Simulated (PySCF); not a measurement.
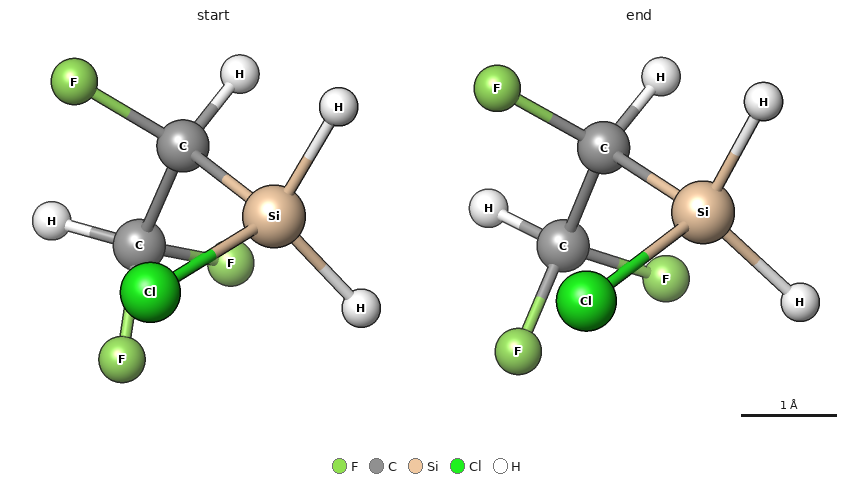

The structure of C2H4ClF3Si before (left) and after (right) a relaxation, at one scale.

Style: ball-and-stick. Shown from a free direction.

The start comes from GFN2-xTB. Its atoms were then displaced at random by about 0.01 Å.

These are results of PySCF 2.14.0, density-fitted response routines, PBE0-D3(BJ)/def2-SVP geometry optimisation, gas phase, not measurements. 

> Describe what moved and what it gained.

An F atom moves most after the best rigid fit: 0.32 Å. Largest moves by element: F 0.32 Å, H 0.25 Å, Cl 0.14 Å, Si 0.08 Å, C 0.07 Å. Some distances before and after: Cl–Si 1.996 → 2.057 Å, H–Si 1.444 → 1.486 Å, C–C 1.547 → 1.514 Å, C–H 1.078 → 1.105 Å. Among the angles between lasting bonds that change: Si–C–H 113.1° → 108.4°, F–C–H 105.1° → 108.6°, C–Si–H 106.4° → 109.9°. Over 7 geometry steps the energy falls by 18.0 kJ/mol.
